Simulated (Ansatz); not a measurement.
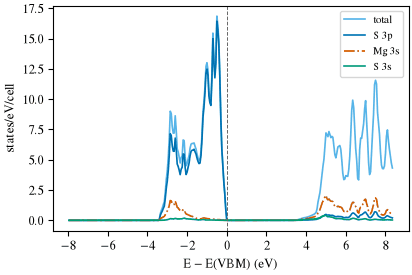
*Total and projected density of states of MgS in space group P4_2/mnm (No. 136; Mg on 4g, S on 4f), DFT-PBE in the program Ansatz with PAW potentials*

Problem. Which orbitals carry the states next to the gap?

Solution. Top 1 eV of the valence band: S 3p 97 %. Bottom 1 eV of the conduction band: Mg 3s 59 %, S 3s 25 %, S 3p 9 %, outside the projected shells 6 %. Projections are on Löwdin-orthogonalised atomic valence shells; empty p or d shells of many metals are not among them.

Problem. Where is the tallest occupied peak in this window, and what makes it?

Solution. Near -0.5 eV, about 17 states/eV per cell; the largest projected share is S 3p.

The start of the workflow was typed in or built on a structure type; neither database checked (COD, Materials Project) lists it. COD files the formula under space group No. 225. Its standing as an ambient phase is unchecked. The PBE relaxation kept the symmetry of its start; its stability against distortions is not shown here.

Potentials: the earlier of the program's two PAW sets.
